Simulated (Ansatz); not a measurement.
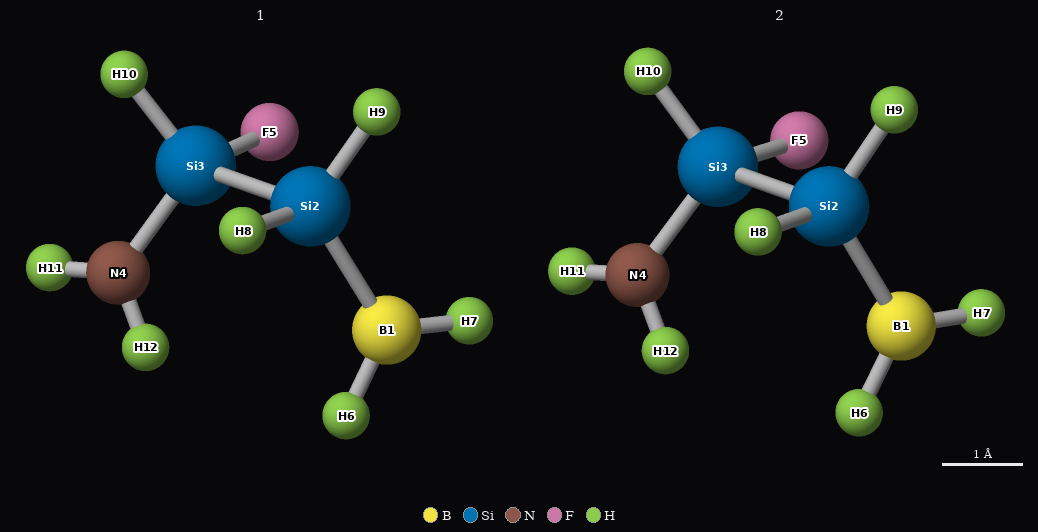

Two geometries of BSi2NH7F, drawn at one scale. One is the start of a relaxation, the other its converged end. Style: ball-and-stick. Shown from a free direction.

Computed with RKS PBE0-D4/def2-TZVP (Ansatz). Set-up: force threshold 0.005 eV/Å; at most 150 steps.

Q: Which geometry has the lower energy?

A: Structure 1 is the relaxed one. The start comes from PBE-D4/def2-SVP. After 11 accepted moves (12 points after the start) the energy has fallen by 7.50 kJ/mol. Largest force component: 0.84 eV/Å at the start, 0.0043 eV/Å at the end. The line search rejected the trial step at point 9 of the run. H7 moves most after the best rigid fit: 0.20 Å. By element the largest moves are H 0.20 Å, F 0.17 Å, B 0.10 Å, Si 0.08 Å, N 0.07 Å. Near-neighbour distances that change, for instance: Si3–F5 1.655 → 1.611 Å, Si3–N4 1.724 → 1.699 Å, B1–H6 1.219 → 1.197 Å, B1–H7 1.215 → 1.194 Å. Among the angles between lasting bonds that change: B1–Si2–Si3 94.7° → 100.6°, B1–Si2–H8 117.5° → 114.6°. The run took 50 s on 4 threads of Arm Neoverse V1, on a shared host.
